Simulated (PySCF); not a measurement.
TlN (triplet)

| atom | x (Å) | y (Å) | z (Å) |
| --- | --- | --- | --- |
| Tl | 0.0000 | 0.0000 | -0.1476 |
| N | 0.0000 | 0.0000 | 2.1604 |

Core potentials replace the inner electrons of Tl.

Method: PySCF 2.14.0, PBE0/cc-pVTZ(-PP), non-relativistic Hamiltonian with scalar-relativistic core potentials where named, at a bond length of 2.308 Å.

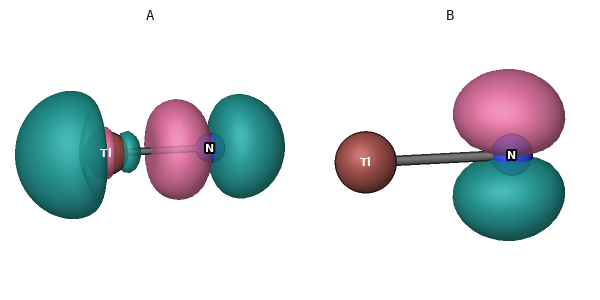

Figure 1. Two frontier α-spin orbitals, each drawn at the value that holds 80 % of its norm (teal and pink are the two phases), in no order; of a degenerate pair one member is drawn.

> Label each orbital by symmetry, say whether it is occupied, and order them by energy.

Orbital B: π, occupied in this spin, −7.82 eV; mainly on N (90 %).
Orbital A: σ, occupied in this spin, −6.07 eV; shared between the atoms (Tl 35 %, N 65 %).

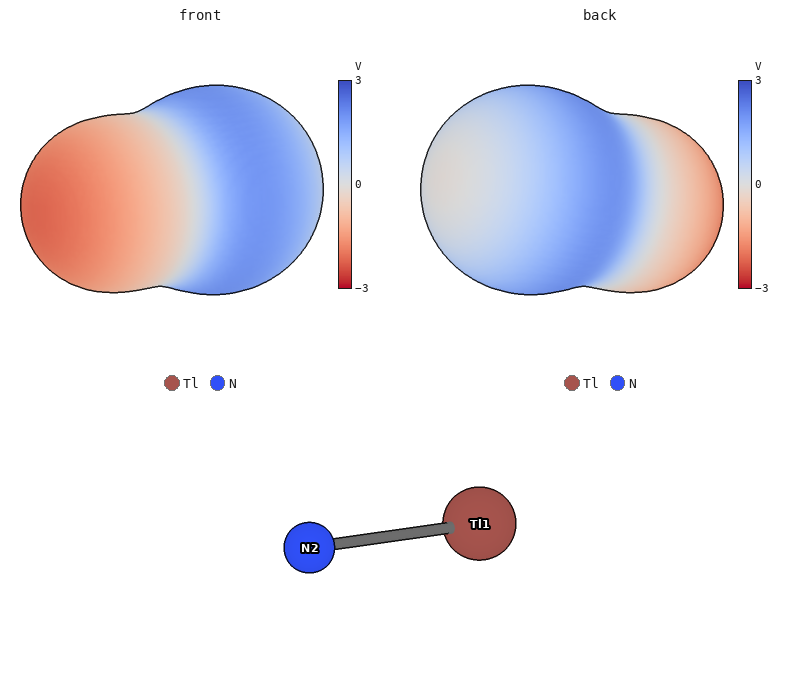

Figure 2. The molecular electrostatic potential painted on the density surface at 0.002 e/bohr³, seen from the front and from behind; red is negative and blue positive. The bare structure is drawn below in the same view.

> Describe the electrostatic potential map.

The most negative region (about −2.1 V) lies over N2, the most positive (about +1.9 V) over Tl1. N2 is the likeliest acceptor of a hydrogen bond.

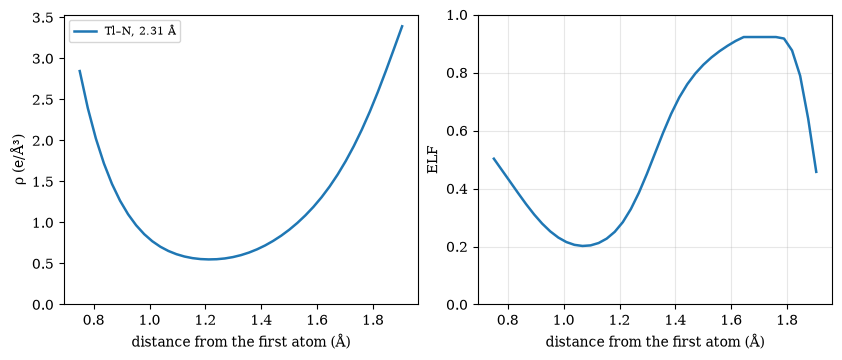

Figure 3. Electron density and electron localisation function along straight lines between neighbouring atoms. The curves leave out the atomic cores.

> What can be read from the curves?

Tl–N (2.31 Å): ρ is about 0.57 e/Å³ halfway; the ELF peaks at about 0.90 in the valence shell of N, 0.7 Å from its nucleus, and drops to about 0.20 between the two atoms.
